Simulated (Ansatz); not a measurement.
# HfCuGe₂: a line through a two-coordinate scan

How does the energy of HfCuGe2 (P4/nmm, No. 129; 8 atoms in the cell) vary with lattice constant a (and b), at lattice constant c = 9.113 Å?

Method: DFT PBEsol, scalar-relativistic, plane waves, PAW, in Ansatz 0.2.0.

## 1. The system as given

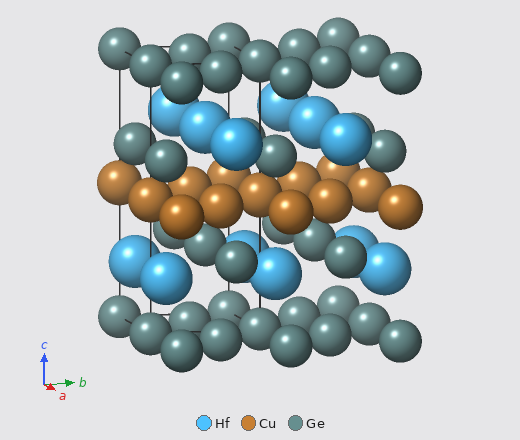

Start, viewed slightly off an axis; hafnium blue, copper orange, germanium teal. 2×2×1 cells are drawn. Atoms on the faces are drawn again on the opposite ones.

Structure file:

```xyz
8
Lattice="3.7560 0.0000 0.0000 0.0000 3.7560 0.0000 0.0000 0.0000 8.9640" Properties=species:S:1:pos:R:3 pbc="T T T"
Hf    0.0000    1.8780    6.8285
Hf    1.8780    0.0000    2.1355
Cu    1.8780    1.8780    4.4820
Cu    0.0000    0.0000    4.4820
Ge    1.8780    1.8780    0.0000
Ge    0.0000    0.0000    0.0000
Ge    0.0000    1.8780    2.8932
Ge    1.8780    0.0000    6.0707
```

It goes back to a database entry, which need not be the stable form.

This cell was relaxed beforehand with the same method: volume 15.81 Å³/atom, gap on the mesh none (metal).

## 2. The scan

The energy is mapped over the lattice constants a and c of the conventional cell.

- lattice constant a (and b): 7 values from 3.493 to 4.019 Å
- lattice constant c: 7 values from 8.516 to 9.412 Å

Nothing else is relaxed (fractional coordinates fixed). Energies count from the relaxed crystal. Points are written as (first, second).

## 3. The run at (3.493 Å, 9.113 Å)

The input, input.yaml:

```yaml
crystal:
  lattice:
    - [3.4931, 0.0, 0.0]
    - [0.0, 3.4931, 0.0]
    - [0.0, 0.0, 9.1134]
  atoms:
    - { symbol: Hf, position: [0.0, 0.5, 0.7617715251] }
    - { symbol: Hf, position: [0.5, 0.0, 0.2382284749] }
    - { symbol: Cu, position: [0.5, 0.5, 0.5] }
    - { symbol: Cu, position: [0.0, 0.0, 0.5] }
    - { symbol: Ge, position: [0.5, 0.5, 0.0] }
    - { symbol: Ge, position: [0.0, 0.0, 0.0] }
    - { symbol: Ge, position: [0.0, 0.5, 0.3227609453] }
    - { symbol: Ge, position: [0.5, 0.0, 0.6772390547] }
basis:
  ecutwfc: 520.0
kpoints:
  mp_grid: { grid: [10, 10, 6] }
hamiltonian:
  xc: pbesol
scf:
  occupations: { method: gaussian, width: 0.15 }
output:
  forces: true
  stress: true
  eigenvalues: true
```

On the command line:

```console
> ansatz run input.yaml --threads 4 --pin off --max-ram 8192MiB --backend cpu --events-out ev --progress --plain --runs-dir out
```

What it wrote, shortened:

```text
Warning: RAYON_NUM_THREADS=4 ignored (pool sized by the plan → 4); use --threads N
[...]
Pseudopotentials: kind: paw
Pseudopotential: Hf, paw, valence charge 26, recommended cutoff 420 eV (normal), Hf.paw.azcp
Pseudopotential: Cu, paw, valence charge 19, recommended cutoff 420 eV (normal), Cu.paw.azcp
Pseudopotential: Ge, paw, valence charge 14, recommended cutoff 420 eV (normal), Ge.paw.azcp
Functional definition: PBEsol
[...]
Crystal: 8 atoms, lattice volume = 111.199 Å³
Basis set: ecut = 520 eV, 3009 PW (Γ), exchange–correlation on 54×54×144 points (8 copies of the dense FFT grid, shifted against one another)
Bands: 88, of which v1, the nominal top of the filled ones, is band 73 counted from 1 (72 counted from 0)
Symmetry: 16 space group operations
Space group: P4/nmm (ITA 129), of the structure as read, at distance tolerance 4.8e-5 Å
k-points: 84 of 600
[...]
SCF iter   1: F=—  HF=-61390.050641 eV  |F-HF|=—  |Δ(HF+E_count)|=         —  Δρ=8.64e-3  dr2=8.14e-2  ethr=1.77e-3  ⟨swp⟩=4.8  Hψ=22501  notcnv=0  defer=87
[...]
SCF iter  10: F=-61390.031695 eV  HF=-61390.031695 eV  |F-HF|=4.05e-8  |Δ(HF+E_count)|=   1.01e-7  Δρ=5.35e-6  dr2=4.91e-8  ethr=6.85e-11  ⟨swp⟩=8.8  Hψ=32251  notcnv=0
[...]
SCF converged after 10 iterations
Free energy (F): -61390.031695 eV
[...]
E sigma→0 (E₀):  -61390.014379 eV
Entropy (-TS):   -0.034632 eV (-4.329 meV/atom)
Fermi energy:    19.390481 eV
[...]
--- Forces (eV/Å), atoms counted from 1 ---
  atom   1  Hf     0.00000000     0.00000000     0.85576691
  atom   2  Hf     0.00000000     0.00000000    -0.85576691
  atom   3  Cu     0.00000000     0.00000000    -0.00000000
  atom   4  Cu     0.00000000     0.00000000     0.00000000
  atom   5  Ge     0.00000000     0.00000000    -0.00000000
  atom   6  Ge     0.00000000     0.00000000     0.00000000
  atom   7  Ge    -0.00000000     0.00000000    -0.09147945
  atom   8  Ge    -0.00000000     0.00000000     0.09147945
[...]
--- Stress (GPa, compression-positive) ---
       31.252944       0.000000       0.000000
        0.000000      31.252944       0.000000
        0.000000       0.000000      13.015231
  P = ⅓ Tr σ = 25.1737 GPa (251.737 kbar)
--- Band table (eV; the first three rows and the last of 84) ---
[...]
```

It took 20 s on 4 threads of Arm Neoverse V1, shared host; peak memory 1.1 GiB.

On the map this point reads 174 meV/atom.

## 4. The run at (3.581 Å, 9.113 Å)

Changes to input.yaml since step 3:

```diff
@@ -2,4 +2,4 @@
   lattice:
-    - [3.4931, 0.0, 0.0]
-    - [0.0, 3.4931, 0.0]
+    - [3.5807, 0.0, 0.0]
+    - [0.0, 3.5807, 0.0]
     - [0.0, 0.0, 9.1134]
```

On the command line:

```console
> ansatz run input.yaml --threads 4 --pin off --max-ram 8192MiB --backend cpu --events-out ev --progress --plain --runs-dir out
```

What it wrote, shortened:

```text
Warning: RAYON_NUM_THREADS=4 ignored (pool sized by the plan → 4); use --threads N
[...]
[... 5 set-up lines as earlier in the session ...]
[...]
Crystal: 8 atoms, lattice volume = 116.847 Å³
Basis set: ecut = 520 eV, 3145 PW (Γ), exchange–correlation on 54×54×144 points (8 copies of the dense FFT grid, shifted against one another)
Bands: 88, of which v1, the nominal top of the filled ones, is band 73 counted from 1 (72 counted from 0)
[... 1 set-up line as earlier in the session ...]
Space group: P4/nmm (ITA 129), of the structure as read, at distance tolerance 4.9e-5 Å
k-points: 84 of 600
[...]
SCF converged after 10 iterations
Free energy (F): -61390.880537 eV
[...]
E sigma→0 (E₀):  -61390.862835 eV
Entropy (-TS):   -0.035405 eV (-4.426 meV/atom)
Fermi energy:    18.324415 eV
[...]
--- Forces (eV/Å), atoms counted from 1 ---
  atom   1  Hf     0.00000000     0.00000000     0.52376959
  atom   2  Hf     0.00000000     0.00000000    -0.52376959
  atom   3  Cu     0.00000000     0.00000000     0.00000000
  atom   4  Cu     0.00000000     0.00000000     0.00000000
  atom   5  Ge     0.00000000     0.00000000     0.00000000
  atom   6  Ge     0.00000000     0.00000000     0.00000000
  atom   7  Ge     0.00000000     0.00000000    -0.05648837
  atom   8  Ge     0.00000000     0.00000000     0.05648837
[...]
--- Stress (GPa, compression-positive) ---
       17.526114       0.000000       0.000000
        0.000000      17.526114       0.000000
        0.000000       0.000000       6.339709
  P = ⅓ Tr σ = 13.7973 GPa (137.973 kbar)
--- Band table (eV; the first three rows and the last of 84) ---
[...]
```

Run time: 22 s. Hardware: 4 threads of Arm Neoverse V1, shared host; peak memory 1.2 GiB.

Energy on the map's scale: 68 meV/atom.

## 5. The run at (3.668 Å, 9.113 Å)

Changes to input.yaml since step 4:

```diff
@@ -2,4 +2,4 @@
   lattice:
-    - [3.5807, 0.0, 0.0]
-    - [0.0, 3.5807, 0.0]
+    - [3.6684, 0.0, 0.0]
+    - [0.0, 3.6684, 0.0]
     - [0.0, 0.0, 9.1134]
```

On the command line:

```console
> ansatz run input.yaml --threads 4 --pin off --max-ram 8192MiB --backend cpu --events-out ev --progress --plain --runs-dir out
```

What it wrote, shortened:

```text
Warning: RAYON_NUM_THREADS=4 ignored (pool sized by the plan → 4); use --threads N
[...]
[... 5 set-up lines as earlier in the session ...]
[...]
Crystal: 8 atoms, lattice volume = 122.640 Å³
Basis set: ecut = 520 eV, 3329 PW (Γ), exchange–correlation on 60×60×144 points (8 copies of the dense FFT grid, shifted against one another)
Bands: 88, of which v1, the nominal top of the filled ones, is band 73 counted from 1 (72 counted from 0)
[... 1 set-up line as earlier in the session ...]
Space group: P4/nmm (ITA 129), of the structure as read, at distance tolerance 5.0e-5 Å
k-points: 84 of 600
[...]
SCF converged after 10 iterations
Free energy (F): -61391.311558 eV
[...]
E sigma→0 (E₀):  -61391.293473 eV
Entropy (-TS):   -0.036170 eV (-4.521 meV/atom)
Fermi energy:    17.340455 eV
[...]
--- Forces (eV/Å), atoms counted from 1 ---
  atom   1  Hf     0.00000000     0.00000000     0.28024633
  atom   2  Hf     0.00000000     0.00000000    -0.28024633
  atom   3  Cu     0.00000000     0.00000000    -0.00000000
  atom   4  Cu     0.00000000     0.00000000     0.00000000
  atom   5  Ge     0.00000000     0.00000000    -0.00000000
  atom   6  Ge     0.00000000     0.00000000     0.00000000
  atom   7  Ge    -0.00000000     0.00000000     0.00372791
  atom   8  Ge     0.00000000     0.00000000    -0.00372791
[...]
--- Stress (GPa, compression-positive) ---
        6.807986       0.000000       0.000000
        0.000000       6.807986       0.000000
        0.000000       0.000000       0.970751
  P = ⅓ Tr σ = 4.8622 GPa (48.622 kbar)
--- Band table (eV; the first three rows and the last of 84) ---
[...]
```

It took 24 s on 4 threads of Arm Neoverse V1, shared host; peak memory 1.2 GiB.

On the map this point reads 14 meV/atom.

## 6. Grid point (3.844 Å, 9.113 Å)

Changes to input.yaml since step 5:

```diff
@@ -2,4 +2,4 @@
   lattice:
-    - [3.6684, 0.0, 0.0]
-    - [0.0, 3.6684, 0.0]
+    - [3.8436, 0.0, 0.0]
+    - [0.0, 3.8436, 0.0]
     - [0.0, 0.0, 9.1134]
```

On the command line:

```console
> ansatz run input.yaml --threads 4 --pin off --max-ram 8192MiB --backend cpu --events-out ev --progress --plain --runs-dir out
```

What it wrote, shortened:

```text
Warning: RAYON_NUM_THREADS=4 ignored (pool sized by the plan → 4); use --threads N
[...]
[... 5 set-up lines as earlier in the session ...]
[...]
Crystal: 8 atoms, lattice volume = 134.635 Å³
Basis set: ecut = 520 eV, 3609 PW (Γ), exchange–correlation on 60×60×144 points (8 copies of the dense FFT grid, shifted against one another)
Bands: 88, of which v1, the nominal top of the filled ones, is band 73 counted from 1 (72 counted from 0)
[... 1 set-up line as earlier in the session ...]
Space group: P4/nmm (ITA 129), of the structure as read, at distance tolerance 5.1e-5 Å
k-points: 84 of 600
[...]
SCF converged after 10 iterations
Free energy (F): -61391.221964 eV
[...]
E sigma→0 (E₀):  -61391.203485 eV
Entropy (-TS):   -0.036958 eV (-4.620 meV/atom)
Fermi energy:    15.575308 eV
[...]
--- Forces (eV/Å), atoms counted from 1 ---
  atom   1  Hf     0.00000000     0.00000000    -0.00602075
  atom   2  Hf     0.00000000     0.00000000     0.00602075
  atom   3  Cu     0.00000000     0.00000000     0.00000000
  atom   4  Cu     0.00000000     0.00000000     0.00000000
  atom   5  Ge     0.00000000     0.00000000     0.00000000
  atom   6  Ge     0.00000000     0.00000000     0.00000000
  atom   7  Ge     0.00000000     0.00000000     0.16038728
  atom   8  Ge     0.00000000     0.00000000    -0.16038728
[...]
--- Stress (GPa, compression-positive) ---
       -7.794005       0.000000       0.000000
        0.000000      -7.794005       0.000000
        0.000000       0.000000      -6.862157
  P = ⅓ Tr σ = -7.4834 GPa (-74.834 kbar)
--- Band table (eV; the first three rows and the last of 84) ---
[...]
```

Wall time 24 s (4 threads of Arm Neoverse V1, shared host); peak memory 1.3 GiB.

That is 25 meV/atom from the zero.

## 7. The run at (3.931 Å, 9.113 Å)

Changes to input.yaml since step 6:

```diff
@@ -2,4 +2,4 @@
   lattice:
-    - [3.8436, 0.0, 0.0]
-    - [0.0, 3.8436, 0.0]
+    - [3.9313, 0.0, 0.0]
+    - [0.0, 3.9313, 0.0]
     - [0.0, 0.0, 9.1134]
```

On the command line:

```console
> ansatz run input.yaml --threads 4 --pin off --max-ram 8192MiB --backend cpu --events-out ev --progress --plain --runs-dir out
```

What it wrote, shortened:

```text
Warning: RAYON_NUM_THREADS=4 ignored (pool sized by the plan → 4); use --threads N
[...]
[... 5 set-up lines as earlier in the session ...]
[...]
Crystal: 8 atoms, lattice volume = 140.849 Å³
Basis set: ecut = 520 eV, 3825 PW (Γ), exchange–correlation on 60×60×144 points (8 copies of the dense FFT grid, shifted against one another)
Bands: 88, of which v1, the nominal top of the filled ones, is band 73 counted from 1 (72 counted from 0)
[... 1 set-up line as earlier in the session ...]
Space group: P4/nmm (ITA 129), of the structure as read, at distance tolerance 5.2e-5 Å
k-points: 84 of 600
[...]
SCF converged after 10 iterations
Free energy (F): -61390.821872 eV
[...]
E sigma→0 (E₀):  -61390.802460 eV
Entropy (-TS):   -0.038825 eV (-4.853 meV/atom)
Fermi energy:    14.771239 eV
[...]
--- Forces (eV/Å), atoms counted from 1 ---
  atom   1  Hf     0.00000000     0.00000000    -0.08656011
  atom   2  Hf     0.00000000     0.00000000     0.08656011
  atom   3  Cu     0.00000000     0.00000000     0.00000000
  atom   4  Cu     0.00000000     0.00000000     0.00000000
  atom   5  Ge     0.00000000     0.00000000    -0.00000000
  atom   6  Ge     0.00000000     0.00000000    -0.00000000
  atom   7  Ge     0.00000000     0.00000000     0.23799591
  atom   8  Ge     0.00000000     0.00000000    -0.23799591
[...]
--- Stress (GPa, compression-positive) ---
      -12.590068       0.000000       0.000000
        0.000000     -12.590068       0.000000
        0.000000       0.000000      -9.641809
  P = ⅓ Tr σ = -11.6073 GPa (-116.073 kbar)
--- Band table (eV; the first three rows and the last of 84) ---
[...]
```

Run time: 25 s. Hardware: 4 threads of Arm Neoverse V1, shared host; peak memory 1.3 GiB.

On the map this point reads 76 meV/atom.

## 8. What came out

| lattice constant a (and b) (Å) | step | energy (meV/atom) | slope (meV/atom per Å) | pressure (GPa) | largest force on an atom (eV/Å) |
| --- | --- | --- | --- | --- | --- |
| 3.493 | 3 | 174 | −1552 | 25.2 | 0.86 |
| 3.581 | 4 | 68 | −892 | 13.8 | 0.52 |
| 3.668 | 5 | 14 | −355 | 4.9 | 0.28 |
| 3.756 | – | 2.8 | 78 | −2.1 | 0.11 |
| 3.844 | 6 | 25 | 426 | −7.5 | 0.16 |
| 3.931 | 7 | 76 | 704 | −11.6 | 0.24 |
| 4.019 | – | 147 | 923 | −14.7 | 0.30 |

Energies count from the relaxed crystal. Rows without a step come from runs not printed here or follow by symmetry. Slopes come from the forces and the stress, not from differences of energies.

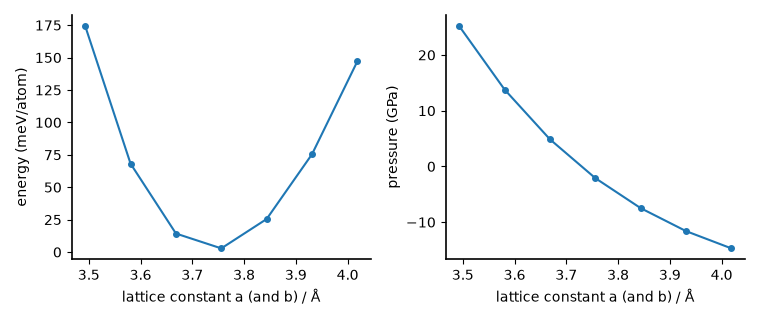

Energy and pressure along the line.

What this shows: Along the line the energy is lowest at 3.756 Å, 2.8 meV/atom from the zero. Energies and slopes round the minimum, fitted together, put the minimum at 3.7389 Å, with a curvature of about 4600 meV/atom per Å². The highest point, at 3.493 Å, lies 171 meV/atom above the lowest. This is one cut through a surface in two coordinates; the map's lowest point lies off it. These runs have no spin-orbit coupling; with Hf it would split and shift bands.
